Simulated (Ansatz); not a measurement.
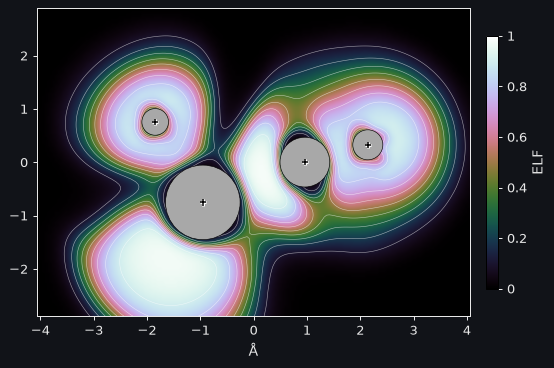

The ELF on a plane through atoms (crosses mark nuclei in the plane; grey discs cover the cores).

The calculation used isolated molecule in a Gaussian basis; Kohn-Sham density functional theory, functional PBE0 (Ansatz 0.2.0).

Candidates:
A. BFHOSi (SMILES [O-]/B=[SiH]\F) (charge −1)
B. GaOSSi (SMILES [O]1[Si]2[S][Ga]12) (doublet)
C. B$_{2}$ClH$_{5}$OSi (SMILES [SiH3]BOBCl)

> Which system is this?

Candidate A: BFHOSi on the plane of atoms B1, Si4 and F2, which holds B, F, O and Si. B–O (1.24 Å): the ELF peaks at about 0.85 between the atoms: a polar covalent bond. Si–F (1.75 Å): the ELF peaks at about 0.80 in the valence shell of F, 0.6 Å from its nucleus, and is about 0.60 at the midpoint.
